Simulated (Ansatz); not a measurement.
# C2H5BN (SMILES B[N]C=C): UHF/3-21G

Aim: the vertical electron affinity of C2H5BN at UHF/3-21G, from 2 runs. 

Program for the calculation: Ansatz 0.2.0.

40 further runs of the same task are left out: 40 set aside as unsound or not needed.

## 1. The system as given

The species is C2H5BN (9 atoms), meant as a doublet with charge 0. SMILES: `B[N]C=C`. The coordinates come from a PBE0-D4/def2-TZVP relaxation.

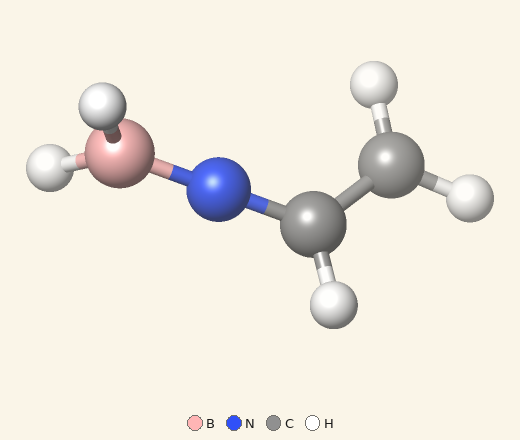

The structure, seen from a chosen angle (boron pink, nitrogen blue, carbon grey, hydrogen white).

## 2. The energy at UHF/3-21G

Input file run.yaml:

```yaml
crystal:
  periodic: [false, false, false]
  atoms:
    - {symbol: B, position_ang: [-0.864600, 1.674800, -0.110400]}
    - {symbol: "N", position_ang: [-0.486400, 0.387700, -0.106200]}
    - {symbol: C, position_ang: [-0.126200, -0.844400, -0.102100]}
    - {symbol: C, position_ang: [1.161000, -1.270600, 0.212300]}
    - {symbol: H, position_ang: [-1.300900, 2.164000, 0.896800]}
    - {symbol: H, position_ang: [-0.758900, 2.316900, -1.120700]}
    - {symbol: H, position_ang: [-0.871400, -1.601800, -0.359600]}
    - {symbol: H, position_ang: [1.410600, -2.323300, 0.200400]}
    - {symbol: H, position_ang: [1.925400, -0.549500, 0.472300]}
basis:
  gaussian: {orbitals: 3-21G.json}
output: {orbitals: {seedname: orbitals}}
accuracy: high
magnetization: {spin_polarized: true, initial_magnetization: 1}
hamiltonian: {xc: hf}
```

The basis set 3-21G is read from a file made from the Basis Set Exchange's data (not shown).

Command:

```
$ ansatz run run.yaml --threads 1 --pin off --max-ram 3480MiB --events-out events.jsonl --progress --plain --runs-dir runs
```

Output:

```text
Warning: RAYON_NUM_THREADS=1 ignored (pool sized by the plan → 1); use --threads N
Functional definition: HF
  name "HF"
  exchange = exact_x
  correlation = 0
1110 factors; integrals over basis functions are off by at most 8.7e-9 eV
mean field evaluation 1: about -4265.9410 eV, gradient 1.7e1 eV
mean field evaluation 2: about -4266.2683 eV, gradient 1.7e1 eV
mean field evaluation 4: about -4268.4364 eV, gradient 3.5e0 eV
mean field evaluation 8: about -4268.7496 eV, gradient 4.2e-1 eV
mean field evaluation 16: about -4268.7556 eV, gradient 2.5e-8 eV
mean field -4268.75561871 eV, -156.8738755212 hartree, gradient 2.7e-8 eV, S^2 0.969920; 0 other end points of the search recorded, 0 dependent functions left out
reference -4268.75561871 eV, -156.8738755212 hartree; 15, 14 occupied and 31, 32 virtual orbitals, 1110 factors
Total energy: -4268.75561871 eV, -156.8738755212 hartree
```

Wall time 0.61 s (1 thread of Arm Neoverse V2, shared host); peak memory 0.11 GiB.

## 3. The singlet anion, same level

Input file in.yaml:

```yaml
crystal:
  periodic: [false, false, false]
  atoms:
    - symbol: B
      position_ang: [-0.864600, 1.674800, -0.110400]
    - symbol: N
      position_ang: [-0.486400, 0.387700, -0.106200]
    - symbol: C
      position_ang: [-0.126200, -0.844400, -0.102100]
    - symbol: C
      position_ang: [1.161000, -1.270600, 0.212300]
    - symbol: H
      position_ang: [-1.300900, 2.164000, 0.896800]
    - symbol: H
      position_ang: [-0.758900, 2.316900, -1.120700]
    - symbol: H
      position_ang: [-0.871400, -1.601800, -0.359600]
    - symbol: H
      position_ang: [1.410600, -2.323300, 0.200400]
    - symbol: H
      position_ang: [1.925400, -0.549500, 0.472300]
basis:
  gaussian: {orbitals: 3-21G.json}
total_charge: -1
hamiltonian: {xc: hf}
accuracy: high
output: {orbitals: {seedname: orbitals}}
```

The basis set 3-21G is read from a file made from the Basis Set Exchange's data (not shown).

Command:

```
$ ansatz run in.yaml --threads 1 --pin off --max-ram 3480MiB --events-out events.jsonl --progress --plain --runs-dir runs
```

Output:

```text
Warning: RAYON_NUM_THREADS=1 ignored (pool sized by the plan → 1); use --threads N
[... 4 set-up lines as earlier in the session ...]
1110 factors; integrals over basis functions are off by at most 8.7e-9 eV
mean field evaluation 1: about -4266.4884 eV, gradient 2.2e1 eV
mean field evaluation 2: about -4266.4831 eV, gradient 2.2e1 eV
mean field evaluation 4: about -4268.0280 eV, gradient 2.8e0 eV
mean field evaluation 8: about -4268.0504 eV, gradient 1.4e-4 eV
mean field -4268.05044596 eV, -156.8479609007 hartree, gradient 2.1e-8 eV, S^2 0.000000; 0 other end points of the search recorded, 0 dependent functions left out
reference -4268.05044596 eV, -156.8479609007 hartree; 15, 15 occupied and 31, 31 virtual orbitals, 1110 factors
Total energy: -4268.05044596 eV, -156.8479609007 hartree
```

It took 0.42 s on 1 thread of Arm Neoverse V2, shared host.

## 4. Summary of results

Level: UHF/3-21G.

```
                                                            quantity          value
                                        doublet C2H5BN: total energy  -156.87388 Eh
                  doublet C2H5BN: HOMO energy (highest over α and β)      -10.27 eV
                   doublet C2H5BN: LUMO energy (lowest over α and β)        2.32 eV
                                                doublet C2H5BN: ⟨S²⟩          0.970
                                         singlet anion: total energy  -156.84796 Eh
                                          singlet anion: HOMO energy       -1.16 eV
                                          singlet anion: LUMO energy       10.24 eV
singlet anion: HOMO–LUMO gap (to an unbound level, set by the basis)       11.40 eV
                   vertical electron affinity (to the singlet anion)      -0.705 eV
```

**Reading.** The anion lies 0.71 eV (16.3 kcal/mol) above the neutral: the electron isn't bound at this level, and such a value depends on the basis. Without diffuse functions anions come out too high. Hartree–Fock misses the correlation that binds many anions. ⟨S²⟩ (doublet C2H5BN) is 0.97 where a pure doublet has 0.75: the reference is spin-contaminated.
